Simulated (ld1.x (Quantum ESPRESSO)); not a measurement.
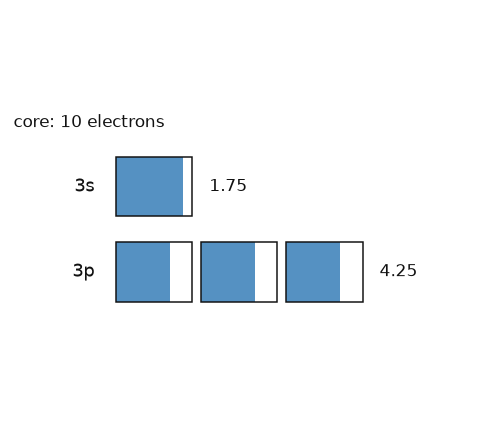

*The valence shells of the reference configuration: a box for each of the 2l + 1 orbitals, shaded by the share of the shell that is filled, with the electron count at the right. The shells are those of the unaltered input.*

Run report: S, pseudopotential generation

System: sulfur (S, Z = 16), core [Ne], reference valence 3s1.75 3p4.25, valence charge 6. (This line and the method describe the unaltered input from which the odd one was made.)
Method: RRKJ potential, PBE, scalar-relativistic, made with ld1.x (Quantum ESPRESSO) 7.5.

**Input**
```
 &input
   title='S', zed=16., rel=1, dft='PBE', iswitch=3, dx=0.03,
   config='[Ne] 3s1.75 3p4.25',
   nld=2, rlderiv=1.65, eminld=-3.0, emaxld=5.0, deld=0.02
 /
 &inputp
   pseudotype=2, tm=.false., rho0=0.02, lloc=0,
   nlcc=.true.,
   file_pseudopw='S.UPF', file_wfcaegen='ae.wfc', file_wfcncgen='nc.wfc', file_beta='beta', file_chi='chi'
 /
2
3P  2  1   4.25   0.00  1.50  1.50  0.0
3S  1  0   1.75   0.00  1.25  1.25  0.0
 &test
   configts(1)='3s1.75 3p4.25'
 /
```

Run as:
```bash
ld1.x < S.in > S.out
```

**Log**
```
     Program LD1 v.7.5
     --------------------------- All-electron run ----------------------------

     S
     scalar relativistic calculation

     atomic number is 16.00
     dft =PBE   lsd =0 sic =0 latt =0  beta=0.20 tr2=1.0E-14
     Exchange-correlation= PBE
                           (   1   4   3   4   0   0   0)
     mesh = 481 r(mesh) = 102.24903 a.u. xmin = -7.00 dx = 0.03000
     1 Ry =  13.60569312 eV, c = 137.03599908

     n l     nl                  e(Ry)          e(Ha)          e(eV)
     1 0     1S 1( 2.00)      -176.8612       -88.4306     -2406.3195
     2 0     2S 1( 2.00)       -15.5875        -7.7937      -212.0785
     2 1     2P 1( 6.00)       -11.5299        -5.7650      -156.8726
     3 0     3S 1( 1.75)        -1.2811        -0.6406       -17.4303
     3 1     3P 1( 4.25)        -0.5256        -0.2628        -7.1506

     final scf error:  3.2E-15 reached in  27 iterations

     Etot =    -797.912663 Ry,    -398.956332 Ha,  -10856.154834 eV

     Ekin =     800.935428 Ry,     400.467714 Ha,   10897.281650 eV
     Encl =   -1902.149516 Ry,    -951.074758 Ha,  -25880.062584 eV
     Eh   =     354.215525 Ry,     177.107763 Ha,    4819.347733 eV
     Exc  =     -50.914101 Ry,     -25.457050 Ha,    -692.721634 eV

     normalization and overlap integrals

     s(1S/1S) =  1.000000  <r> =   0.0969  <r2> =    0.0126  r(max) =   0.0638
     s(2S/2S) =  1.000000  <r> =   0.4790  <r2> =    0.2730  r(max) =   0.3857
     s(2P/2P) =  1.000000  <r> =   0.4425  <r2> =    0.2448  r(max) =   0.3222
     s(3S/3S) =  1.000000  <r> =   1.6910  <r2> =    3.3281  r(max) =   1.4013
     s(3P/3P) =  1.000000  <r> =   2.0621  <r2> =    5.1248  r(max) =   1.5800

     ------------------------ End of All-electron run ------------------------

     --------------------- Generating NC pseudopotential ---------------------

      Generating local pot.: lloc=0, matching radius rcloc =   1.2500

      Computing core charge for nlcc:

       r > 0.89 : true rho core
       r < 0.89 : rho core = a sin(br)/r    a=   5.00  b=   3.01

      Integrated core pseudo-charge :   1.91

      Wfc   3P  rcut= 1.533  Estimated cut-off energy=       73.62 Ry
      This function has    0 nodes for 0 < r <    1.533

     ------------------- End of pseudopotential generation -------------------

     --------------------------- All-electron run ----------------------------

     S
     scalar relativistic calculation

     atomic number is 16.00
     dft =PBE   lsd =0 sic =0 latt =0  beta=0.20 tr2=1.0E-14
     Exchange-correlation= PBE
                           (   1   4   3   4   0   0   0)
     mesh = 481 r(mesh) = 102.24903 a.u. xmin = -7.00 dx = 0.03000
     1 Ry =  13.60569312 eV, c = 137.03599908

     n l     nl                  e(Ry)          e(Ha)          e(eV)
     1 0     1S 1( 2.00)      -176.8612       -88.4306     -2406.3195
     2 0     2S 1( 2.00)       -15.5875        -7.7937      -212.0785
     2 1     2P 1( 6.00)       -11.5299        -5.7650      -156.8726
     3 0     3S 1( 1.75)        -1.2811        -0.6406       -17.4303
     3 1     3P 1( 4.25)        -0.5256        -0.2628        -7.1506

     final scf error:  3.2E-15 reached in  27 iterations

     Etot =    -797.912663 Ry,    -398.956332 Ha,  -10856.154834 eV

     Ekin =     800.935428 Ry,     400.467714 Ha,   10897.281650 eV
     Encl =   -1902.149516 Ry,    -951.074758 Ha,  -25880.062584 eV
     Eh   =     354.215525 Ry,     177.107763 Ha,    4819.347733 eV
     Exc  =     -50.914101 Ry,     -25.457050 Ha,    -692.721634 eV

     normalization and overlap integrals

     s(1S/1S) =  1.000000  <r> =   0.0969  <r2> =    0.0126  r(max) =   0.0638
     s(2S/2S) =  1.000000  <r> =   0.4790  <r2> =    0.2730  r(max) =   0.3857
     s(2P/2P) =  1.000000  <r> =   0.4425  <r2> =    0.2448  r(max) =   0.3222
     s(3S/3S) =  1.000000  <r> =   1.6910  <r2> =    3.3281  r(max) =   1.4013
     s(3P/3P) =  1.000000  <r> =   2.0621  <r2> =    5.1248  r(max) =   1.5800

     ------------------------ End of All-electron run ------------------------

     Computing logarithmic derivative in   1.65289
     Computing logarithmic derivative in   1.65289
     Computing the partial wave expansion
       no projector for channel:   0
     R is outside the sphere for l=    1 j= 0.00

     ---------------------- Testing the pseudopotential ----------------------

     S
     scalar relativistic calculation

     atomic number is 16.00   valence charge is  6.00
     dft =PBE   lsd =0 sic =0 latt =0  beta=0.20 tr2=1.0E-14
     mesh = 481 r(mesh) = 102.24903 xmin = -7.00 dx = 0.03000

     n l     nl             e AE (Ry)        e PS (Ry)    De AE-PS (Ry)
     1 0     3S   1( 1.75)       -1.28111       -1.28111        0.00001
     2 1     3P   1( 4.25)       -0.52556       -0.52556        0.00000

     eps = 9.7E-15  iter = 10

     Etot =    -797.912663 Ry,    -398.956332 Ha,  -10856.154834 eV
     Etotps =   -22.614401 Ry,     -11.307201 Ha,    -307.684602 eV

     Ekin =       7.461258 Ry,       3.730629 Ha,     101.515587 eV
     Encl =     -39.012089 Ry,     -19.506044 Ha,    -530.786507 eV
     Ehrt =      16.697448 Ry,       8.348724 Ha,     227.180352 eV
     Ecxc =      -7.056186 Ry,      -3.528093 Ha,     -96.004303 eV
     (Ecc =      -2.561304 Ry,      -1.280652 Ha,     -34.848315 eV)
     Epseu=      -0.704832 Ry,      -0.352416 Ha,      -9.589730 eV

     ---------------------- End of pseudopotential test ----------------------
```

**Outcome**

```tsv
quantity	value
outcome	generated
hardware	1 CPU thread, shared host
```

**What is odd here**

One thing in this input was made odd on purpose: mesh step dx=0.03. The program ran to the end. The all-electron total energy moves by −0.0080 Ry against the unaltered input (−797.9047 Ry), a numerical error of the setting. The pseudo-atom meets the occupied all-electron levels that the test lists within 0.00001 Ry. No test for ghost states or cutoffs was run on this potential, so its soundness isn't shown.
